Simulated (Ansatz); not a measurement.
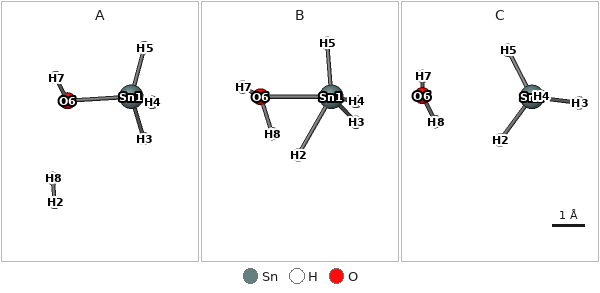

3 geometries from a converged minimum-energy path of SnH₆O, made up at the start of SnH4 and H₂O, shuffled. A ball-and-stick model, seen face on.

Theory: Ansatz 0.2.0, RKS PBE-D4/def2-TZVP. Settings: 7 movable images; climbing image; force threshold 0.05 eV/Å; iteration limit 60; starting path through a guess of the saddle point.

Question: Which frame is the transition state?

Answer: B. In order along the path, whose images run from 0 to 8: C (image 1, +0.03 eV), B (image 3, +1.36 eV), A (image 6, +0.09 eV). Breaking: O6–H8 (0.97 → 1.21 at the top → 2.49 Å), Sn1–H2 (1.72 → 2.11 at the top → 3.87 Å). Forming: H2–H8 (2.96 → 1.06 at the top → 0.75 Å), Sn1–O6 (3.17 → 2.22 at the top → 2.00 Å).

Limits of the set-up: the start holds two separate molecules, 3.0 Å apart at their closest, whose relative position is a soft coordinate.

The run took 2.2 min on 4 threads of Arm Neoverse V2, with other jobs on the host, peak memory 0.18 GiB.
